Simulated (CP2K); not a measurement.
**HF/STO-3G run of S2F2 (Difluorodisulfane)**

What is the vertical ionisation energy of S2F2 (Difluorodisulfane) at HF/STO-3G? 

The results are computed with CP2K 2026.2.

5 further runs of the same task are left out: 5 that didn't finish.

**1. Starting point**

S2F2: 4 atoms, total charge 0, spin state singlet. As SMILES, `FSSF`. The shape is that of a PBE0-D4/def2-TZVP optimisation.

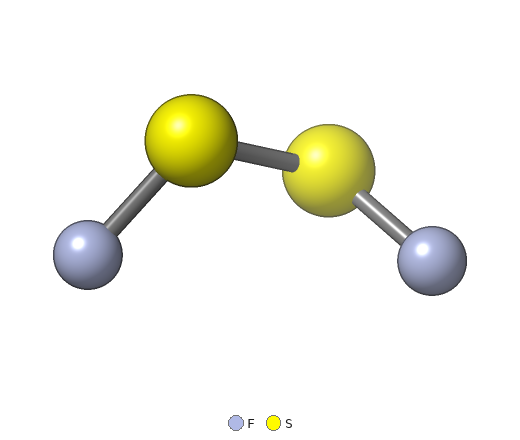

Viewed from a chosen angle; fluorine light blue, sulfur yellow.

**2. The energy at HF/STO-3G**

Input file molecule.xyz:

```xyz
4

F     -1.783750    -0.199930    -0.621590
S     -0.467670     0.764150    -0.632370
S      1.044990    -0.276390    -0.184720
F      1.206410    -0.287820     1.438680
```

Input file molecule.inp:

```
&GLOBAL
  PROJECT molecule
  RUN_TYPE ENERGY
  PRINT_LEVEL MEDIUM
&END GLOBAL

&FORCE_EVAL
  METHOD Quickstep
  &DFT
    BASIS_SET_FILE_NAME ./sto_3g.basis
    POTENTIAL_FILE_NAME POTENTIAL
    &QS
      METHOD GAPW
      EPS_DEFAULT 1.0E-10
    &END QS
    &MGRID
      CUTOFF 280
      REL_CUTOFF 50
      NGRIDS 4
    &END MGRID
    &POISSON
      PERIODIC NONE
      POISSON_SOLVER MULTIPOLE
    &END POISSON
    &SCF
      SCF_GUESS ATOMIC
      EPS_SCF 1.0E-06
      MAX_SCF 50
      &OT
        MINIMIZER DIIS
        PRECONDITIONER FULL_ALL
      &END OT
      &OUTER_SCF
        EPS_SCF 1.0E-06
        MAX_SCF 10
      &END OUTER_SCF
    &END SCF
    &XC
      &XC_FUNCTIONAL NONE
      &END XC_FUNCTIONAL
      &HF
        FRACTION 1
        &SCREENING
          EPS_SCHWARZ 1.0E-10
        &END SCREENING
        &MEMORY
          MAX_MEMORY 1050
        &END MEMORY
      &END HF
    &END XC
    &PRINT
      &MOMENTS
        PERIODIC F
        REFERENCE COM
        MAX_MOMENT 1
      &END MOMENTS
      &MO_CUBES
        NLUMO 1
        NHOMO -1
        WRITE_CUBE F
      &END MO_CUBES
      &LOWDIN ON
      &END LOWDIN
      &HIRSHFELD OFF
      &END HIRSHFELD
      &MO_MOLDEN ON
        NDIGITS 8
        NLUMO 1
      &END MO_MOLDEN
    &END PRINT
  &END DFT
  &SUBSYS
    &CELL
      ABC 10 8.1 9.1
      PERIODIC NONE
    &END CELL
    &TOPOLOGY
      COORD_FILE_NAME molecule.xyz
      COORD_FILE_FORMAT XYZ
      &CENTER_COORDINATES
      &END CENTER_COORDINATES
    &END TOPOLOGY
    &KIND F
      BASIS_SET STO-3G
      POTENTIAL ALL
      LEBEDEV_GRID 194
      RADIAL_GRID 100
    &END KIND
    &KIND S
      BASIS_SET STO-3G
      POTENTIAL ALL
      LEBEDEV_GRID 194
      RADIAL_GRID 100
    &END KIND
  &END SUBSYS
&END FORCE_EVAL
```

Started as:

```bash
$ OMP_NUM_THREADS=1 cp2k.psmp molecule.inp > molecule.out
```

Log, shortened:

```text
CP2K| version string:                                       CP2K version 2026.2
[...]
 GLOBAL| Method name                                                        CP2K
[...]
 GLOBAL| Run type                                                         ENERGY
[...]
 DFT| Spin restricted Kohn-Sham (RKS) calculation                            RKS
 DFT| Multiplicity                                                             1
[...]
 DFT| Charge                                                                   0
[...]
 QS| Method:                                                                GAPW
[...]
 QS| Density cutoff [a.u.]:                                                140.0
[...]
 QS| Relative density cutoff [a.u.]:                                        25.0
[...]
                             - Atoms:                                          4
[...]
                             - Spherical basis functions:                     28
[...]
 Number of electrons:                                                         50
[...]
     1 OT DIIS     0.15E+00    0.4     0.86506796      -926.1021491540 -9.26E+02
[...]
    10 OT DIIS     0.15E+00    0.1     0.00000045      -982.3327128181  1.15E-10
  *** SCF run converged in    10 steps ***
[...]
  Overlap energy of the core charge distribution:               0.00000013800835
  Self energy of the core charge distribution:               -553.01376362727649
  Core Hamiltonian energy:                                   -452.22529414601212
  Hartree energy:                                              80.29433631410643
  Exchange-correlation energy:                                  0.00000000000000
  Hartree-Fock Exchange energy:                               -70.97199675176296
[...]
                     Mulliken Population Analysis
 #  Atom  Element  Kind  Atomic population                           Net charge
       1     F        1          9.196567                             -0.196567
       2     S        2         15.803745                              0.196255
       3     S        2         15.803025                              0.196975
       4     F        1          9.196663                             -0.196663
 # Total charge                             50.000000                  0.000000
[...]
  Dipole moment [Debye]
    X=  0.2361286E+00 Y=  0.1958914E+00 Z= -0.3306456E+00  Total=      0.4510617
[...]
 HOMO - LUMO gap [eV] :   17.292074
 ENERGY| Total FORCE_EVAL ( QS ) energy [hartree]           -982.332712818088567
[...]
```

Wall time 9.9 s (1 thread of Arm Neoverse V2, shared host); peak memory 0.41 GiB.

**3. The doublet cation**

Input file run.inp:

```
&GLOBAL
  PROJECT run
  RUN_TYPE ENERGY
  PRINT_LEVEL MEDIUM
&END
&FORCE_EVAL
  METHOD QUICKSTEP
  &DFT
    BASIS_SET_FILE_NAME ./sto_3g.basis
    POTENTIAL_FILE_NAME POTENTIAL
    CHARGE 1
    MULTIPLICITY 2
    SPIN_POLARIZED T
    &QS
      METHOD GAPW
      EPS_DEFAULT 1.0E-10
    &END
    &MGRID
      CUTOFF 280
      REL_CUTOFF 50
      NGRIDS 4
    &END
    &POISSON
      PERIODIC NONE
      POISSON_SOLVER MULTIPOLE
    &END
    &SCF
      SCF_GUESS ATOMIC
      EPS_SCF 1.0E-06
      MAX_SCF 40
      &OT
        MINIMIZER DIIS
        PRECONDITIONER FULL_ALL
      &END
      &OUTER_SCF
        EPS_SCF 1.0E-06
        MAX_SCF 10
      &END
    &END
    &XC
      &XC_FUNCTIONAL NONE
      &END
      &HF
        FRACTION 1
        &SCREENING
          EPS_SCHWARZ 1.0E-10
        &END
        &MEMORY
          MAX_MEMORY 1050
        &END
      &END
    &END
    &PRINT
      &MOMENTS
        PERIODIC F
        REFERENCE COM
        MAX_MOMENT 1
      &END
      &MO_CUBES
        NLUMO 3
        NHOMO -1
        WRITE_CUBE F
      &END
      &LOWDIN ON
      &END
      &HIRSHFELD OFF
      &END
    &END
  &END
  &SUBSYS
    &CELL
      ABC 10 8.1 9.1
      PERIODIC NONE
    &END
    &COORD
      F     -1.783750    -0.199930    -0.621590
      S     -0.467670     0.764150    -0.632370
      S      1.044990    -0.276390    -0.184720
      F      1.206410    -0.287820     1.438680
    &END
    &TOPOLOGY
      &CENTER_COORDINATES
      &END
    &END
    &KIND F
      BASIS_SET STO-3G
      POTENTIAL ALL
      LEBEDEV_GRID 194
      RADIAL_GRID 100
    &END
    &KIND S
      BASIS_SET STO-3G
      POTENTIAL ALL
      LEBEDEV_GRID 194
      RADIAL_GRID 100
    &END
  &END
&END
```

Started as:

```bash
$ OMP_NUM_THREADS=1 cp2k.psmp -i run.inp > run.out 2>&1
```

Log, shortened:

```text
CP2K| version string:                                       CP2K version 2026.2
[...]
 GLOBAL| Method name                                                        CP2K
[...]
 GLOBAL| Run type                                                         ENERGY
[...]
 DFT| Spin unrestricted (spin-polarized) Kohn-Sham calculation               UKS
 DFT| Multiplicity                                                             2
[...]
 DFT| Charge                                                                   1
[...]
 QS| Method:                                                                GAPW
[...]
 QS| Density cutoff [a.u.]:                                                140.0
[...]
 QS| Relative density cutoff [a.u.]:                                        25.0
[...]
                             - Atoms:                                          4
[...]
                             - Spherical basis functions:                     28
[...]
 Number of electrons:                                                         25
[...]
     1 OT DIIS     0.15E+00    0.5     0.44458135      -924.3441712804 -9.24E+02
[...]
    36 OT DIIS     0.15E+00    0.2     0.00000093      -982.0729203627 -3.01E-09
  *** SCF run converged in    36 steps ***
[...]
  Overlap energy of the core charge distribution:               0.00000013800835
  Self energy of the core charge distribution:               -553.01376362727649
  Core Hamiltonian energy:                                   -453.82541945502339
  Hartree energy:                                              81.78847517167209
  Exchange-correlation energy:                                  0.00000000000000
  Hartree-Fock Exchange energy:                               -70.32869516499761
[...]
                     Mulliken Population Analysis
 #  Atom  Element  Kind  Atomic population (alpha,beta) Net charge  Spin moment
       1     F        1         4.500503     4.540224    -0.040727    -0.039722
       2     S        2         8.145649     7.146736     0.707615     0.998913
       3     S        2         7.710709     7.901586     0.387705    -0.190877
       4     F        1         4.643140     4.411453    -0.054593     0.231687
 # Total charge and spin       25.000000    24.000000     1.000000     1.000000
[...]
 HOMO - LUMO gap [eV] :    9.493970
 ENERGY| Total FORCE_EVAL ( QS ) energy [hartree]           -982.072920362686546
[...]
```

It took 19 s on 1 thread of Arm Neoverse V2, shared host; peak memory 0.43 GiB.

**4. Summary of results**

At HF/STO-3G:

| quantity | value |
| --- | --- |
| singlet S2F2: total energy | -982.33271 Eh |
| singlet S2F2: dipole moment | 0.45 D |
| singlet S2F2: HOMO energy | -7.66 eV |
| singlet S2F2: LUMO energy | 9.63 eV |
| singlet S2F2: HOMO–LUMO gap | 17.29 eV |
| doublet cation: total energy | -982.07292 Eh |
| doublet cation: HOMO energy (highest over α and β) | -15.62 eV |
| doublet cation: LUMO energy (lowest over α and β) | -6.20 eV |
| doublet cation: ⟨S²⟩ | 0.802 |
| vertical ionisation energy (to the doublet cation) | 7.069 eV |

**Reading.** Removing an electron at fixed nuclei costs 7.07 eV (163 kcal/mol). The negative HOMO energy of the first species, 7.66 eV, lies 0.59 eV above that difference. In a minimal basis such a difference can be off by several eV, whatever the method.
